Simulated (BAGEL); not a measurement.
# BOF (SMILES O=BF): HF/6-31G(d) (density fitting with qzvpp-jkfit, spherical functions)

What is the energy change on altering one bond length of BOF at HF/6-31G* (density fitting with qzvpp-jkfit, spherical functions)? 

Program for the calculation: BAGEL 1.2.2.

### 1 The system as given

The species is BOF (3 atoms), meant as a singlet with charge 0. As SMILES, `O=BF`. The coordinates come from a PBE0-D4/def2-TZVP relaxation.

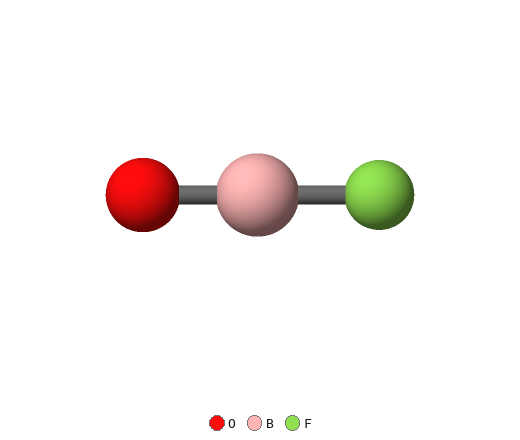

The structure, seen from a chosen angle (oxygen red, boron pink, fluorine green).

### 2 The energy at HF/6-31G(d) (density fitting with qzvpp-jkfit, spherical functions)

Contents of hf.json:

```json
{ "bagel": [

{
  "title": "molecule",
  "basis": "6-31gs.json",
  "df_basis": "qzvpp-jkfit",
  "angstrom": true,
  "geometry": [
    { "atom": "O", "xyz": [    0.983100,   -0.565100,    0.479900 ] },
    { "atom": "B", "xyz": [    0.020300,   -0.011600,    0.009900 ] },
    { "atom": "F", "xyz": [   -1.003400,    0.576800,   -0.489800 ] }
  ]
},
{ "title": "hf" },
{ "title": "print", "file": "orbitals.molden", "orbitals": true }

]}
```

The basis set 6-31G* is read from a file made from the Basis Set Exchange's data (not shown).

Command:

```
$ BAGEL_NUM_THREADS=1 BAGEL hf.json > hf.out
```

What it wrote:

```text
* using 1 threads per process

  ===============================================================
  ===============================================================

  *** Geometry ***

  { "atom" : "O", "xyz" : [      1.857790,     -1.067884,      0.906880 ] },
  { "atom" : "B", "xyz" : [      0.038361,     -0.021921,      0.018708 ] },
  { "atom" : "F", "xyz" : [     -1.896151,      1.089994,     -0.925588 ] },

  Number of auxiliary basis functions:      229

  Since a DF basis is specified, we compute 2- and 3-index integrals:
    o Being stored without compression. Storage requirement is 0.003 GB

  Number of basis functions:       42
  Number of electrons      :       22

    * METHOD: MOLECULE                             0.06

  *** RHF ***

  === Nuclear Repulsion ===
    51.4389501297

      * DIIS with orbital gradients will be used.

  === RHF iteration (6-31gs.json) ===
      0       -198.84351123          0.04395398           0.01
      1       -198.94154875          0.03657908           0.01
      2       -199.07175632          0.00294048           0.01
      3       -199.07295287          0.00154781           0.01
      4       -199.07334118          0.00031804           0.01
      5       -199.07337363          0.00006597           0.01
      6       -199.07337471          0.00001291           0.01
      7       -199.07337474          0.00000396           0.01
      8       -199.07337475          0.00000122           0.01
      9       -199.07337475          0.00000055           0.01
     10       -199.07337475          0.00000010           0.01
     11       -199.07337475          0.00000004           0.01
     12       -199.07337475          0.00000001           0.01
    * SCF iteration converged.

    * Permanent dipole moment:
           (    0.740640,    -0.425841,     0.361565) a.u.

    * METHOD: HF                                   0.16

    * METHOD: PRINT                                0.01

  ===============================================================
```

Wall time 0.36 s (1 thread of Arm Neoverse N1, shared host).

### 3 The distorted shape, same level

Contents of calc.json:

```json
{ "bagel" : [

{
  "title" : "molecule",
  "basis" : "6-31gs.json",
  "df_basis" : "qzvpp-jkfit",
  "angstrom" : true,
  "geometry" : [
    { "atom" : "O", "xyz" : [    2.138439,   -1.229288,    1.043890 ] },
    { "atom" : "B", "xyz" : [    0.020300,   -0.011600,    0.009900 ] },
    { "atom" : "F", "xyz" : [   -1.003400,    0.576800,   -0.489800 ] }
  ]
},
{
  "title" : "hf"
},
{
  "title" : "print",
  "file" : "orbitals.molden",
  "orbitals" : true
}

]}
```

The basis set 6-31G* is read from a file made from the Basis Set Exchange's data (not shown).

Command:

```
$ BAGEL_NUM_THREADS=1 BAGEL calc.json > calc.out
```

What it wrote:

```text
* using 1 threads per process

  ===============================================================
  ===============================================================

  *** Geometry ***

  { "atom" : "O", "xyz" : [      4.041064,     -2.323018,      1.972666 ] },
  { "atom" : "B", "xyz" : [      0.038361,     -0.021921,      0.018708 ] },
  { "atom" : "F", "xyz" : [     -1.896151,      1.089994,     -0.925588 ] },

  Number of auxiliary basis functions:      229

  Since a DF basis is specified, we compute 2- and 3-index integrals:
    o Being stored without compression. Storage requirement is 0.003 GB

  Number of basis functions:       42
  Number of electrons      :       22

    * METHOD: MOLECULE                             0.06

  *** RHF ***

  === Nuclear Repulsion ===
    36.2336100971

      * DIIS with orbital gradients will be used.

  === RHF iteration (6-31gs.json) ===
      0       -197.76368372          0.06030584           0.01
      1       -191.04341033          0.10056842           0.01
      2       -197.67586860          0.05492400           0.01
      3       -197.85226509          0.05033489           0.01
      4       -197.99440935          0.05067368           0.01
      5       -198.05468626          0.04601444           0.01
      6       -198.19500172          0.04186442           0.01
      7       -191.82689244          0.12050260           0.01
      8       -198.41531363          0.03317503           0.01
      9       -198.55148498          0.02828669           0.01
     10       -198.68938197          0.01778506           0.01
     11       -198.74716500          0.00918057           0.01
     12       -198.76989776          0.00154067           0.01
     13       -198.77109927          0.00053639           0.01
     14       -198.77124511          0.00006748           0.01
     15       -198.77124696          0.00001670           0.01
     16       -198.77124703          0.00000414           0.01
     17       -198.77124703          0.00000105           0.01
     18       -198.77124704          0.00000049           0.01
     19       -198.77124704          0.00000013           0.01
     20       -198.77124704          0.00000003           0.01
     21       -198.77124704          0.00000001           0.01
    * SCF iteration converged.

    * Permanent dipole moment:
           (    0.578788,    -0.332717,     0.282536) a.u.

    * METHOD: HF                                   0.22

    * METHOD: PRINT                                0.01

  ===============================================================
```

It took 0.42 s on 1 thread of Arm Neoverse N1, shared host.

### 4 Outcome

At HF/6-31G* (density fitting with qzvpp-jkfit, spherical functions):

```
                                                         quantity          value
                                        first shape: total energy  -199.07337 Eh
                                       first shape: dipole moment         2.36 D
                                         first shape: HOMO energy      -14.01 eV
                                         first shape: LUMO energy        4.74 eV
                                       first shape: HOMO–LUMO gap       18.75 eV
                                    distorted shape: total energy  -198.77125 Eh
                                   distorted shape: dipole moment         1.84 D
                                     distorted shape: HOMO energy      -11.50 eV
                                     distorted shape: LUMO energy        1.30 eV
                                   distorted shape: HOMO–LUMO gap       12.80 eV
energy change with the O1–B2 bond stretched from 1.206 to 2.653 Å       8.221 eV
```

**Reading.** With the O1–B2 bond stretched from 1.206 to 2.653 Å the energy rises by 8.22 eV (190 kcal/mol). The first shape isn't relaxed at this level, so the change isn't measured from a minimum. A restricted reference can't describe the breaking bond well at this length.
